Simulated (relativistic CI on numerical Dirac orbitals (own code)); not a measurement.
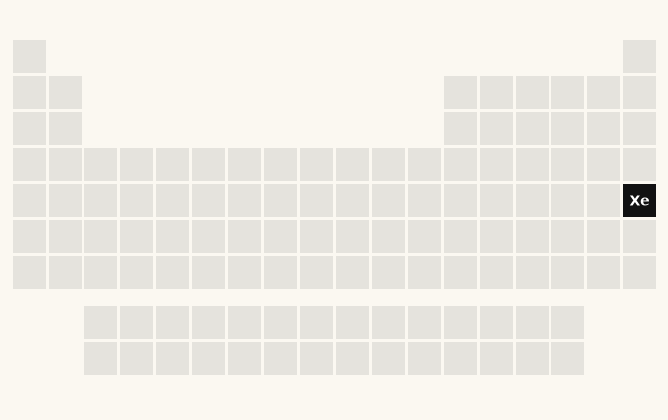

Figure 1. The place of xenon in the periodic table.

**Relativistic CI calculation, with input and output: Xe²⁺**

Xe²⁺. Level asked for: Dirac-Coulomb-Breit CI, KLI orbitals optimised for each configuration, model QED (radiative potential, 1s self-energy scaled to tabulated hydrogen-like ionisation energies), numerical settings as typed (relativistic CI on numerical Dirac orbitals, in-house).

### Input
```
atom Xe  Z=54  charge=1  electrons=53
nucleus A=132  rms_radius_fm=4.7859
hamiltonian dirac-coulomb  breit=on  qed=on  c_scale=1
orbitals kli  potential=per-configuration
slater_scale 1
correlation none
mixing on
grid step=0.0125 r_max=67.1
scf mixing=0.4 start=green max_iterations=92 tolerance=2e-08 node_fill=0.05
configurations
  [Kr] 4d10 5s2 5p4
end
```

Launched within a batch (the task file carries these settings):
```bash
python <driver script> task.json out
```

The program writes its results to a structured record and prints no log; tables and figures of this report are taken from that record.

### Outcome

| quantity | value |
| --- | --- |
| outcome | refused by the program |
| hardware | 1 CPU thread, shared host |

### What went wrong

The input is odd on purpose: charge. The program refused the input; the driver noted: configuration [Kr] 4d10 5s2 5p4 has 52 electrons, the ion has 53.
